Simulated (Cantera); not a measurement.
Feed: 1 mol CH2F2, a varied amount of H2, at 2923.15 K and 99.0 Pa.

These are equilibrium values from Cantera (NASA tables, ideal gas, pure condensed phases), not measurements of a reactor. Candidate condensed phases: C, C6H6, C7H8, C8H18; 95 gas species. Equilibrium is a limit: real reactors are often held back by kinetics, nucleation or transport.

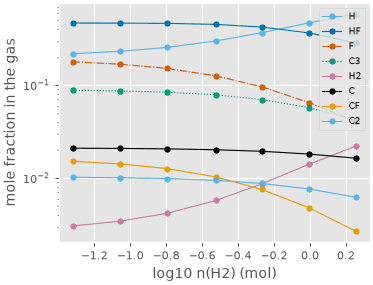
Fig. 1. Equilibrium gas composition (values under 1e-9 drawn at 1e-9)

From 0.048 mol H2 to 1.8 mol H2 nothing is condensed. The main C-bearing gas is C3 throughout.
